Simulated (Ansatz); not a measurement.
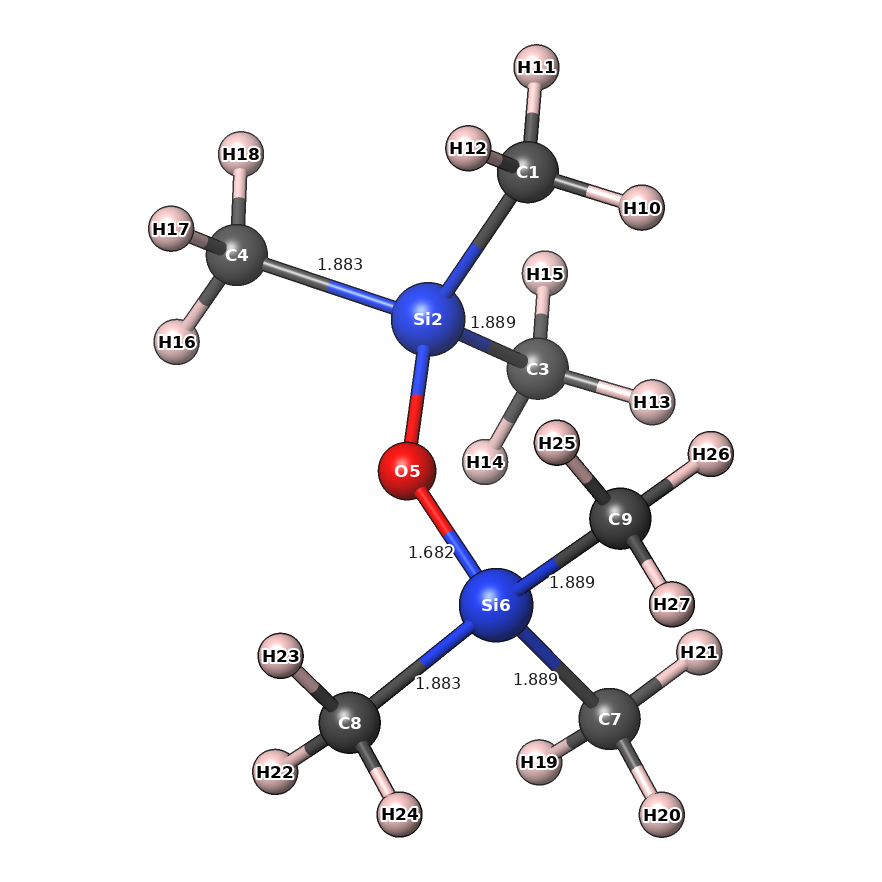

The numbers beside the sticks are distances in Å. Sticks don't show bond order. The geometry was computed by an optimisation with PBE-D4/def2-SVP. No frequency run is at hand to confirm it as a minimum.

> Which of the marked bonds are single, double, triple or aromatic?

Si2–C3 single; Si2–C4 single; O5–Si6 single; Si6–C7 single; Si6–C8 single; Si6–C9 single.

> Give the structure as SMILES.

C[Si](C)(C)O[Si](C)(C)C
